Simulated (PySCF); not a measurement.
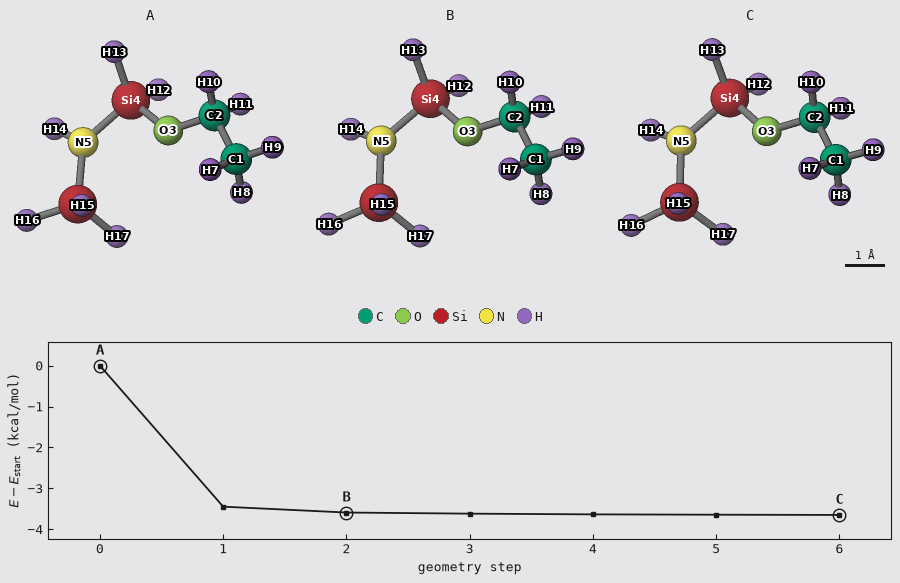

Frames of a relaxation of C₂H₁₁NOSi₂, marked on the history of the run. The picture is a ball-and-stick view, seen at a tilt.

The start comes from GFN2-xTB. Its atoms were then displaced at random by about 0.01 Å.

Level of theory: PySCF 2.14.0, density-fitted response routines, PBE0-D3(BJ)/def2-SVP geometry optimisation, gas phase. 

> What happens along the run?

The energy falls by 3.65 kcal/mol in 6 geometry steps. The atom that moves furthest after the best rigid fit is an H atom (0.22 Å). By element the largest moves are H 0.22 Å, N 0.09 Å, Si 0.07 Å, C 0.06 Å, O 0.05 Å. Among the contacts that change: H–Si 1.451 → 1.494 Å, N–Si 1.689 → 1.723 Å, H–Si 1.472 → 1.499 Å, C–O 1.381 → 1.406 Å. Bond angles that change, for instance: Si–N–H 112.6° → 119.6°, Si–N–Si 129.6° → 124.4°, H–Si–H 110.8° → 108.3°. The run took 110 s on 1 thread of Arm Neoverse N1 (shared host). From step 0 to 2: H atoms move most (0.11 Å), energy −3.59 kcal/mol. From step 2 to 6: an H atom moves most (0.13 Å), energy −0.06 kcal/mol.
